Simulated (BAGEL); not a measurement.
# GeClF (SMILES [F][Ge][Cl]) at FCI/STO-3G (density fitting with qzvpp-jkfit)

Aim: the vertical singlet–triplet gap of GeClF at FCI/STO-3G (density fitting with qzvpp-jkfit), from 2 runs. 

The calculation is run with BAGEL 1.2.2.

5 further runs of the same task are left out: 2 that didn't finish, 3 set aside as unsound or not needed. Runs told in other sessions of the task aren't counted.

## 1. The molecule

GeClF: 3 atoms, total charge 0, spin state singlet. As SMILES, `[F][Ge][Cl]`. The shape is that of a PBE0-D4/def2-TZVP optimisation.

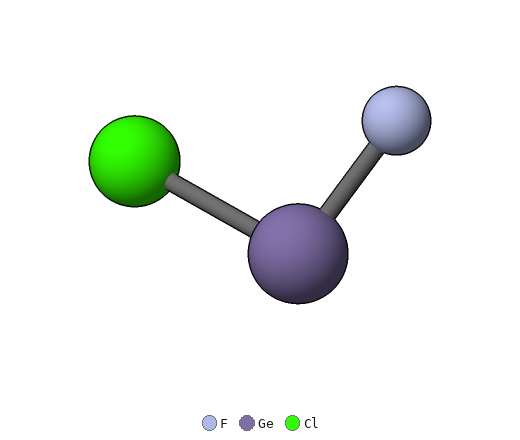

Viewed from a chosen angle; fluorine light blue, germanium purple, chlorine green.

## 2. A single-point energy at FCI/STO-3G (density fitting with qzvpp-jkfit)

Contents of fci.json:

```json
{ "bagel": [

{
  "title": "molecule",
  "basis": "sto-3g",
  "df_basis": "qzvpp-jkfit",
  "angstrom": "true",
  "geometry": [
    { "atom": "F", "xyz": [    0.110400,    1.418700,    0.206200 ] },
    { "atom": "Ge", "xyz": [   -0.762800,    0.035600,   -0.410300 ] },
    { "atom": "Cl", "xyz": [    0.641600,   -1.519100,    0.191000 ] }
  ]
},
{ "title": "hf" },
{ "title": "fci", "nstate": 1, "ncore": 15 }

]}
```

Started as:

```sh
$ BAGEL_NUM_THREADS=1 BAGEL fci.json > fci.out
```

What it wrote:

```text
* using 1 threads per process

  ===============================================================
  ===============================================================

  *** Geometry ***

  { "atom" : "F", "xyz" : [      0.208626,      2.680954,      0.389662 ] },
  { "atom" : "Ge", "xyz" : [     -1.441483,      0.067274,     -0.775355 ] },
  { "atom" : "Cl", "xyz" : [      1.212448,     -2.870683,      0.360938 ] },

  Number of auxiliary basis functions:      471

  Since a DF basis is specified, we compute 2- and 3-index integrals:
    o Being stored without compression. Storage requirement is 0.004 GB

  Number of basis functions:       32
  Number of electrons      :       58

    * METHOD: MOLECULE                             0.12

  *** RHF ***

  === Nuclear Repulsion ===
   246.3773519347

      * DIIS with orbital gradients will be used.

  === RHF iteration (sto-3g) ===
      0      -2604.33365072          0.01271688           0.02
      1      -2604.40564217          0.00550108           0.02
      2      -2604.41521762          0.00088421           0.02
      3      -2604.41585829          0.00035506           0.02
      4      -2604.41598795          0.00008262           0.02
      5      -2604.41599396          0.00001770           0.02
      6      -2604.41599425          0.00000335           0.02
      7      -2604.41599426          0.00000079           0.02
      8      -2604.41599426          0.00000026           0.02
      9      -2604.41599426          0.00000006           0.02
     10      -2604.41599426          0.00000002           0.02
     11      -2604.41599426          0.00000001           0.02
    * SCF iteration converged.

    * Permanent dipole moment:
           (    0.792455,    -0.673576,     0.360326) a.u.

    * METHOD: HF                                   0.33

  ---------------------------
        FCI calculation
  ---------------------------

  Performs exactly the same way as Knowles & Handy 1984 CPL

  o alpha-beta strings
      length:          1360
  o size of the space
      determinant space:  462400
      spin-adapted space: 138720

  o single displacement lists (alpha)
      length:         38080
  o single displacement lists (beta)
      length:         38080

     guess   0:   closed 11111111111111...    open .................

  === FCI iteration ===

      0  0     -2604.41599426     4.46e-04      1.29
      1  0     -2604.47685519     2.53e-04      1.27
      2  0     -2604.49072098     1.26e-04      1.26
      3  0     -2604.49383526     7.36e-05      1.28
      4  0     -2604.49473237     3.72e-05      1.31
      5  0     -2604.49497881     2.05e-05      1.22
      6  0     -2604.49504975     9.42e-06      1.21
      7  0     -2604.49506646     4.30e-06      1.21
      8  0     -2604.49506936     1.87e-06      1.22
      9  0     -2604.49507002     7.84e-07      1.22
     10  0     -2604.49507013     3.71e-07      1.23
     11  0     -2604.49507016     1.92e-07      1.23
     12  0     -2604.49507016     8.01e-08      1.23
     13  0     -2604.49507016     3.46e-08      1.22
     14  0     -2604.49507016     1.56e-08      1.21
     15  0     -2604.49507016     7.01e-09      1.22
     16  0     -2604.49507016     3.30e-09      1.24
     17  0     -2604.49507016     1.38e-09      1.21
     18  0     -2604.49507016     6.27e-10      1.22
     19  0     -2604.49507016     2.60e-10      1.21
    ** throwing out 1 trial vectors **
     20  0     -2604.49507016     1.02e-10      1.21
    ** throwing out 1 trial vectors **
     21  0 *   -2604.49507016     4.10e-11      1.14

     * ci vector, state   0, <S^2> = -0.0000
       22222222222222...    -0.9514460895
       222222222a2222b..     0.0858880743
       222222222b2222a..     0.0858880743
       2222222222222.2..     0.0799293114
       2222222222222..2.     0.0697706686
       222222222.22222..     0.0603247826

    * METHOD: FCI                                 27.34

  ===============================================================
```

Wall time 28 s (1 thread of Arm Neoverse V2, shared host); peak memory 1.3 GiB.

## 3. The triplet at the same level

Contents of input.json:

```json
{ "bagel": [

{
  "title": "molecule",
  "basis": "sto-3g",
  "df_basis": "qzvpp-jkfit",
  "angstrom": true,
  "geometry": [
    { "atom": "F", "xyz": [       0.110400,       1.418700,       0.206200 ] },
    { "atom": "Ge", "xyz": [      -0.762800,       0.035600,      -0.410300 ] },
    { "atom": "Cl", "xyz": [       0.641600,      -1.519100,       0.191000 ] }
  ]
},

{ "title": "hf" },

{ "title": "fci", "nstate": 1, "ncore": 15, "nspin": 2 }

]}
```

Started as:

```sh
$ BAGEL_NUM_THREADS=1 BAGEL input.json > input.out
```

What it wrote:

```text
* using 1 threads per process

  ===============================================================
  ===============================================================

  *** Geometry ***

  { "atom" : "F", "xyz" : [      0.208626,      2.680954,      0.389662 ] },
  { "atom" : "Ge", "xyz" : [     -1.441483,      0.067274,     -0.775355 ] },
  { "atom" : "Cl", "xyz" : [      1.212448,     -2.870683,      0.360938 ] },

  Number of auxiliary basis functions:      471

  Since a DF basis is specified, we compute 2- and 3-index integrals:
    o Being stored without compression. Storage requirement is 0.004 GB

  Number of basis functions:       32
  Number of electrons      :       58

    * METHOD: MOLECULE                             0.13

  *** RHF ***

  === Nuclear Repulsion ===
   246.3773519347

      * DIIS with orbital gradients will be used.

  === RHF iteration (sto-3g) ===
      0      -2604.33365072          0.01271688           0.02
      1      -2604.40564217          0.00550108           0.02
      2      -2604.41521762          0.00088421           0.02
      3      -2604.41585829          0.00035506           0.02
      4      -2604.41598795          0.00008262           0.02
      5      -2604.41599396          0.00001770           0.02
      6      -2604.41599425          0.00000335           0.02
      7      -2604.41599426          0.00000079           0.02
      8      -2604.41599426          0.00000026           0.02
      9      -2604.41599426          0.00000006           0.02
     10      -2604.41599426          0.00000002           0.02
     11      -2604.41599426          0.00000001           0.02
    * SCF iteration converged.

    * Permanent dipole moment:
           (    0.792455,    -0.673576,     0.360326) a.u.

    * METHOD: HF                                   0.37

  ---------------------------
        FCI calculation
  ---------------------------

  Performs exactly the same way as Knowles & Handy 1984 CPL

  o alpha-beta strings
      length:          2516
  o size of the space
      determinant space:  323680
      spin-adapted space: 218484

  o single displacement lists (alpha)
      length:          6120
  o single displacement lists (beta)
      length:        154700

     guess   0:   closed 1111111111111....    open .............11..

  === FCI iteration ===

      0  0     -2604.31787291     5.28e-04      0.88
      1  0     -2604.37622023     2.85e-04      0.93
      2  0     -2604.39112666     1.45e-04      0.94
      3  0     -2604.39387829     6.87e-05      0.89
      4  0     -2604.39456000     3.57e-05      0.94
      5  0     -2604.39477315     1.94e-05      0.94
      6  0     -2604.39483582     1.16e-05      0.90
      7  0     -2604.39486031     8.41e-06      0.95
      8  0     -2604.39487173     5.48e-06      0.96
      9  0     -2604.39487578     2.86e-06      0.94
     10  0     -2604.39487691     1.45e-06      0.96
     11  0     -2604.39487719     6.53e-07      0.96
     12  0     -2604.39487724     2.95e-07      0.97
     13  0     -2604.39487726     1.47e-07      0.95
     14  0     -2604.39487726     6.84e-08      0.94
     15  0     -2604.39487726     3.10e-08      0.97
     16  0     -2604.39487726     1.38e-08      0.96
     17  0     -2604.39487726     6.25e-09      0.94
     18  0     -2604.39487726     2.67e-09      0.98
     19  0     -2604.39487726     1.24e-09      0.97
    ** throwing out 1 trial vectors **
     20  0     -2604.39487726     6.07e-10      0.94
    ** throwing out 1 trial vectors **
     21  0     -2604.39487726     3.05e-10      0.97
    ** throwing out 1 trial vectors **
     22  0     -2604.39487726     1.49e-10      0.96
    ** throwing out 1 trial vectors **
     23  0 *   -2604.39487726     7.08e-11      0.93

     * ci vector, state   0, <S^2> = 2.0000
       2222222222222aa..    -0.9484441839
       2222222222a222a..     0.1243547540
       22222222a22222a..    -0.1035023044
       222222222222a2a..    -0.0697367624
       2222222a222222a..    -0.0651406163

    * METHOD: FCI                                 22.91

  ===============================================================
```

Wall time 24 s (1 thread of Arm Neoverse V2, shared host); peak memory 0.92 GiB.

## 4. What came out

At FCI/STO-3G (density fitting with qzvpp-jkfit), 15 core orbitals frozen:

| quantity | value |
| --- | --- |
| singlet: total energy | -2604.49507 Eh |
| triplet: total energy | -2604.39488 Eh |
| vertical energy of the triplet above the singlet | 2.726 eV |

**Reading.** At this shape the triplet lies 2.73 eV (263 kJ/mol) above the singlet. In a minimal basis such a difference can be off by several eV, whatever the method.
